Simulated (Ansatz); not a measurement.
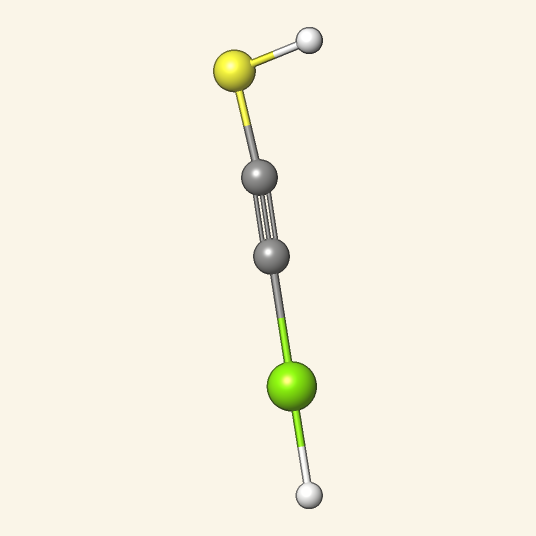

The picture shows a molecular structure as a ball-and-stick model. Colours: magnesium green, carbon grey, sulfur yellow, hydrogen white.

Computed geometry: PBE0-D4/def2-TZVP optimisation. No frequency run is at hand to confirm it as a minimum.

Description:

It has 6 atoms: 2 carbon, 2 hydrogen, 1 magnesium and 1 sulfur (C2H2MgS). Its SMILES string is `[MgH][C]#CS`. Among its groups: alkyne, thiol. All atoms lie on one plane. Coordination: 1 Mg linear; 2 C linear; 1 S bent.

More results for the same structure follow; atom numbers are the same in all pictures, views and colours differ.

Geometry

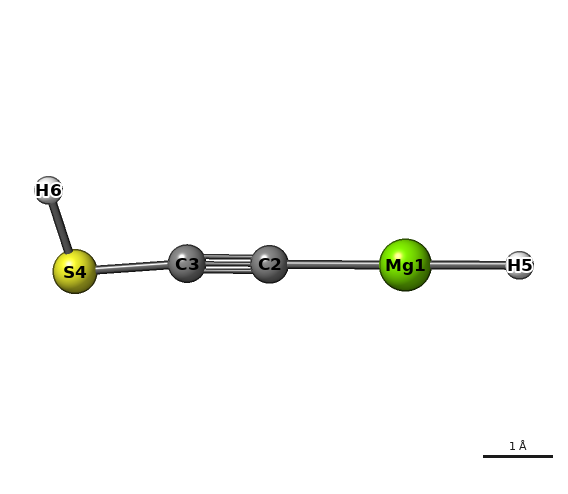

The atoms are numbered. No frequency run is at hand to confirm it as a minimum.

Give the bond lengths.

| bond | length (Å) |
| --- | --- |
| Mg1–C2 | 2.016 |
| Mg1–H5 | 1.694 |
| C2–C3 | 1.223 |
| C3–S4 | 1.679 |
| S4–H6 | 1.346 |

Dipole moment

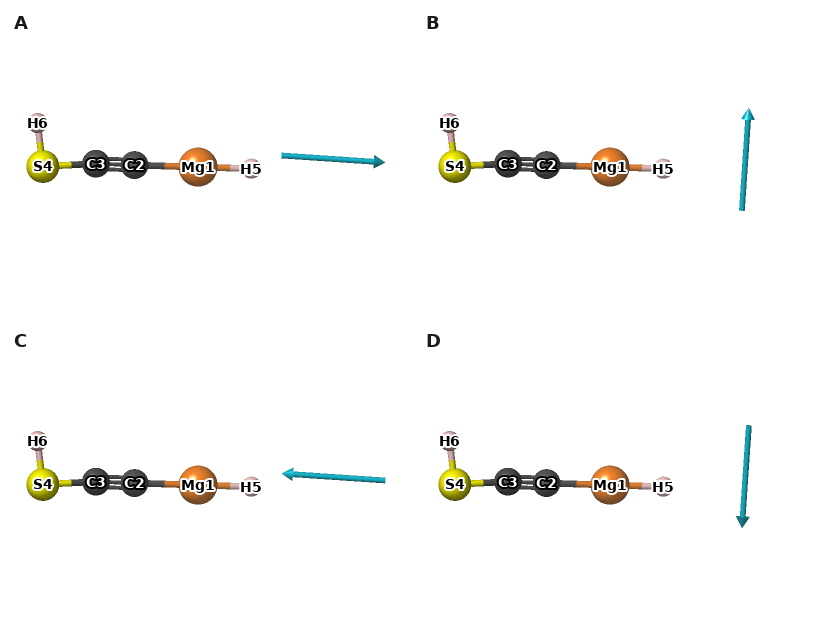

The same molecule four times, each with an arrow. No frequency run is at hand to confirm it as a minimum. Properties computed with RKS PBE0-D4/def2-TZVP (Ansatz 0.2.0).

Which arrow points along the dipole moment, from the negative to the positive end?

B. The dipole moment is 0.82 D; it points from the side of Mg1, C2, C3, S4 to the side of H6 (the outermost atoms at the two ends).

Electronic properties

No frequency run is at hand to confirm it as a minimum. Method: RKS PBE0-D4/def2-TZVPP (Ansatz 0.2.0).

Estimate the LUMO energy (Kohn–Sham orbital).

−0.88 eV.

Give the HOMO energy (Kohn–Sham orbital) at this level.

−6.49 eV.

Charges

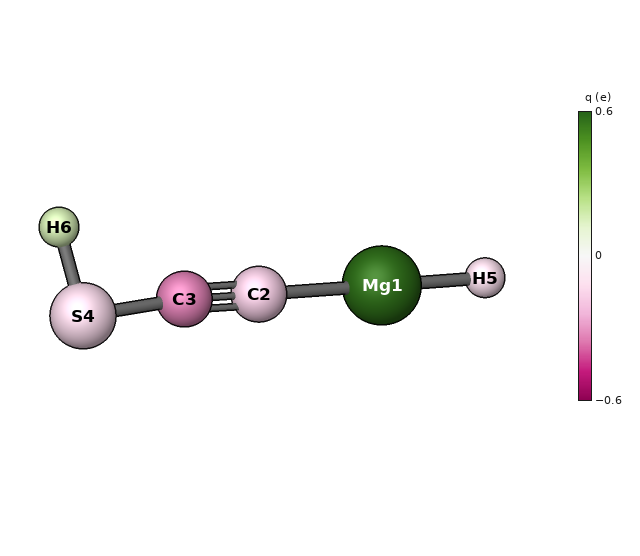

Atoms are coloured by their Mulliken charges. No frequency run is at hand to confirm it as a minimum. Method: RKS PBE0-D4/def2-TZVP (Ansatz 0.2.0).

Which atom carries the highest charge (most positive or least negative)?

Mg1 (0.57 e).

And the lowest?

C3 (−0.33 e).

List the Mulliken charges.

```json
{"atom": "Mg1", "value (e)": "0.57"}
{"atom": "C2", "value (e)": "−0.16"}
{"atom": "C3", "value (e)": "−0.33"}
{"atom": "S4", "value (e)": "−0.13"}
{"atom": "H5", "value (e)": "−0.11"}
{"atom": "H6", "value (e)": "0.16"}
```

Mulliken values depend strongly on the basis set and can even reverse the polarity of a bond.
